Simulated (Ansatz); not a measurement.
Stretching the Bi1–H2 bond in BiClH2 (SMILES [Cl][BiH2]) (multiplicity 1 held, fragments rigid). Energies count from the point at 1.802 Å.
Geometry at that point (charge 0, multiplicity 1):
```xyz
4

Bi    -0.26736    -0.21428     0.22757
H     -1.65690     0.35548    -0.76888
H     -0.10664    -1.65617    -0.84177
Cl     1.40906     1.12271    -1.01635
```

Restricted levels (R-, RO-) in cc, def2 and unpolarised 6-31G sets keep to the state of the molecule at rest. Unrestricted levels (U-) break spin symmetry where that is lower. Active spaces are followed from a long bond inwards. Levels need not reach the same state.

Correlated levels freeze the cores. Filled d and f shells under p-block atoms count as core.

Programs: Ansatz (Gaussian basis) for Hartree–Fock, density functionals and correlated methods. Values without a source in brackets are computed. In def2 rows elements past Kr take small-core potentials, without spin–orbit coupling.

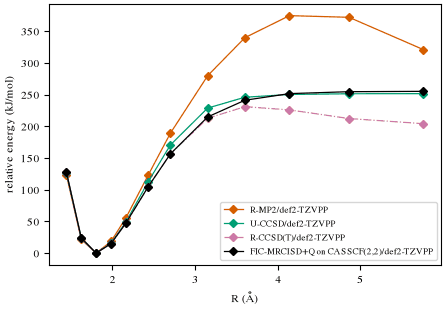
Figure. Relative energy along the coordinate

Doubts at one or more of the structures used: a restricted determinant that unrestricted orbitals would lower (R-MP2/def2-TZVPP, R-CCSD(T)/def2-TZVPP); a spin-contaminated determinant (U-CCSD/def2-TZVPP); T1 above 0.05 (U-CCSD/def2-TZVPP, R-CCSD(T)/def2-TZVPP); other coupled-cluster roots lie near (R-CCSD(T)/def2-TZVPP).

Ansatz is an electronic-structure program.
